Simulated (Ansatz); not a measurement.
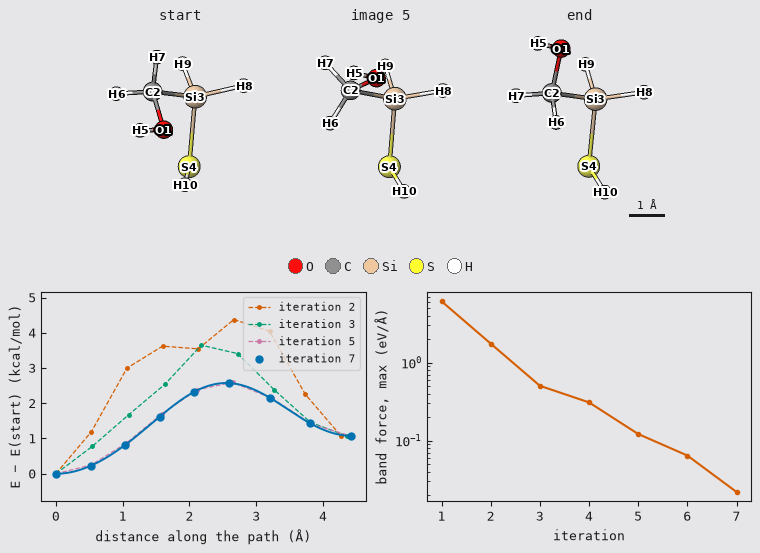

A nudged-elastic-band calculation for CH₆OSSi. Images are numbered from 0 (start) to 8 (end). The plot follows the band through its iterations. The picture is a ball-and-stick view, seen from a free direction.

Theory: RKS PBE-D4/6-31G* (Ansatz 0.2.0). Set-up: 7 movable images; climbing image; force threshold 0.05 eV/Å; iteration limit 53; starting path through a guess of the saddle point.

How did the profile develop, and is the result final?

Answer. The result is final at these settings. The band converged in 7 iterations. The largest component of the band force went from 6.1 to 0.022 eV/Å. The climbing image converged on the top of the path. Its vibrational analysis gives one imaginary mode (84i cm⁻¹), as a transition state must have. The first iteration put the highest image at 20.99 kcal/mol. The highest point, image 5, lies 2.57 kcal/mol above the start and 1.50 kcal/mol above the end; the end is at +1.07 kcal/mol relative to the start.

Cost: 2.4 min on 1 thread of Arm Neoverse V2 (shared host), peak memory 0.12 GiB.
